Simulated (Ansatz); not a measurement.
Pulling on the Sn1–F2 bond in F2Sn (SMILES [F][Sn][F]) (multiplicity 1 held, fragments rigid). Energies count from the point at 1.948 Å.
Geometry at that point (charge 0, multiplicity 1):
```xyz
3

Sn     0.026    -0.016     0.343
F      0.655     1.298    -0.951
F     -0.801    -1.210    -0.955
```

Restricted levels (R-, RO-) in cc, def2 and unpolarised 6-31G sets keep to the state of the molecule at rest. Unrestricted levels (U-) break spin symmetry where that is lower. Left out are points that failed, MP2 points in a non-variational dive below the minimum, coupled-cluster points behind a sign of a changed root (a jump of the amplitudes, or a one-step jump against full CI or MRCI), small-basis points behind a change of solution, and semi-empirical points at long bonds. Curves can end on different states.

Correlated levels freeze the cores. Filled d and f shells under p-block atoms count as core.

Codes used: Ansatz (a program for electronic structure). Values without a source in brackets are computed. In def2 rows elements past Kr take small-core potentials, without spin–orbit coupling.

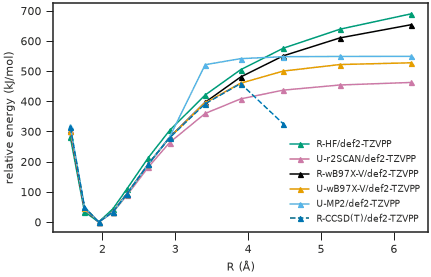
Relative energy along the coordinate

Task: Read off the U-r2SCAN/def2-TZVPP curve at R = 3.896.

Result: about 410 kJ/mol

Doubts at one or more of the structures used: a restricted determinant that unrestricted orbitals would lower (R-HF/def2-TZVPP, R-wB97X-V/def2-TZVPP, R-CCSD(T)/def2-TZVPP); a spin-contaminated determinant (U-r2SCAN/def2-TZVPP, U-wB97X-V/def2-TZVPP, U-MP2/def2-TZVPP); T1 above 0.05 (R-CCSD(T)/def2-TZVPP).
